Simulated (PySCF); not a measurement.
Ge(H)3(Cl), H3ClGe, SMILES [Cl][GeH3], singlet, CAM-B3LYP/def2-SVP optimised geometry. Atoms within 1.6 Å of the plane z = 1.2 Å (x, y, z in Å): Ge1 (-0.44, -0.70, 0.00), Cl2 (-1.09, 1.36, 0.00), H4 (-1.00, -1.36, 1.26), H5 (1.09, -0.70, 0.00).

Level of theory: CAM-B3LYP/def2-TZVP (PySCF).

Map of the electron localisation function on the plane z = 1.2 Å:

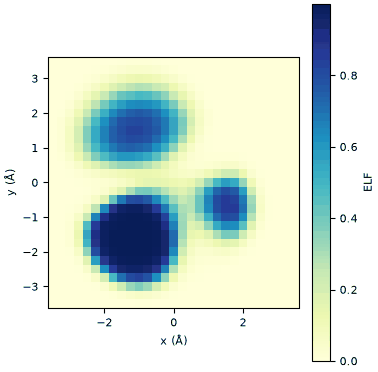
Figure: Electron localisation function on the plane z = 1.2 Å.
